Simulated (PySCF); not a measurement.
**C₂H₉NSi (SiH3(NHEt)): density, localisation and related maps**

```xyz
13

Si    0.4448    1.5001    1.1373
H     0.0874    1.8936    2.5335
H     1.9108    1.1675    1.1280
H     0.2632    2.6496    0.1972
N    -0.6338    0.2308    0.6652
C    -0.7088   -0.3109   -0.6753
C     0.2776   -1.4342   -0.9675
H    -0.9319   -0.4200    1.3839
H    -1.7378   -0.6631   -0.8720
H    -0.5449    0.5166   -1.3877
H     1.3161   -1.0939   -0.8302
H     0.1729   -1.8010   -2.0008
H     0.1152   -2.2875   -0.2895
```

Geometry: PBE0-D3(BJ)/def2-SVP.

Theory: PySCF 2.14.0, PBE0/pcSseg-1, SCF density, gas phase, non-relativistic.

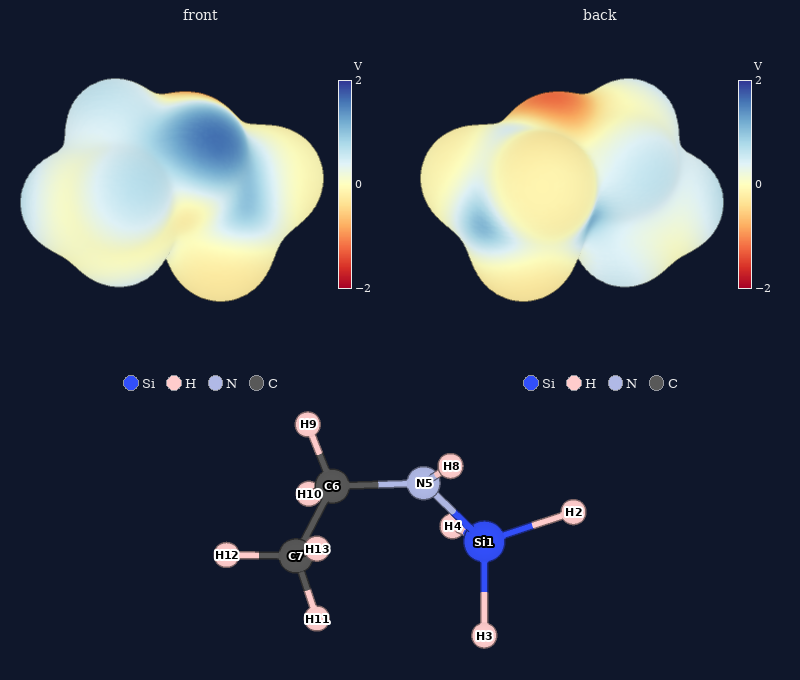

Figure 1. The electrostatic potential painted on the density surface at 0.002 e/bohr³, seen from the front and from behind; red is negative and blue positive. The bare structure is drawn below in the same view.

Question: Where is the surface potential most negative and most positive?

Answer: The most negative region (about −1.1 V, or −25 kcal/mol for a unit charge) lies over N5, the most positive (about +1.6 V, or +37 kcal/mol for a unit charge) over H8. N5 is the likeliest acceptor of a hydrogen bond.

Question: How polar is the molecule by this calculation?

Answer: Its dipole moment is 1.24 D.

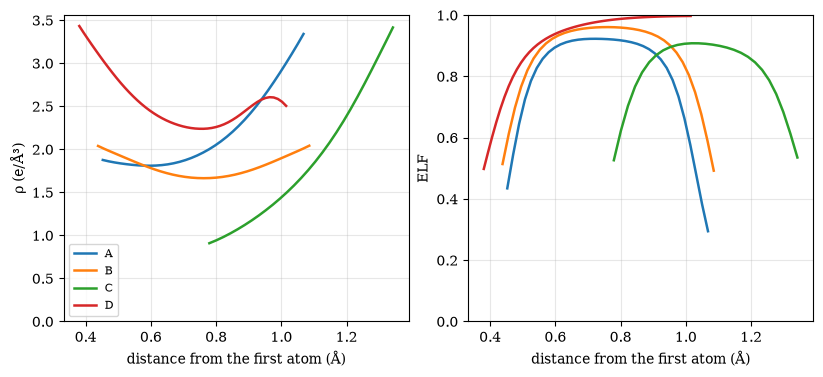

Figure 2. Electron density and electron localisation function along straight lines between neighbouring atoms. The curves leave out the atomic cores.

Question: Which curve belongs to which contact (C–C, C–N, N–H and Si–N)? The first atom named is at distance zero.

Answer: Curve A: C–N (1.45 Å): ρ at the midpoint is about 1.9 e/Å³; the ELF peaks at about 0.90 between the atoms, as expected for a covalent bond. Curve B: C–C (1.52 Å): ρ is about 1.7 e/Å³ halfway; the ELF peaks at about 0.95 between the atoms: a shared electron pair. Curve C: Si–N (1.73 Å): ρ is about 1.1 e/Å³ halfway; the ELF peaks at about 0.90 between the atoms: a shared but strongly polarised pair. Curve D: N–H (1.01 Å): ρ at the midpoint is about 2.8 e/Å³; the ELF climbs to about 1 towards the hydrogen, as it does in any bond to H: an ordinary covalent bond to hydrogen.
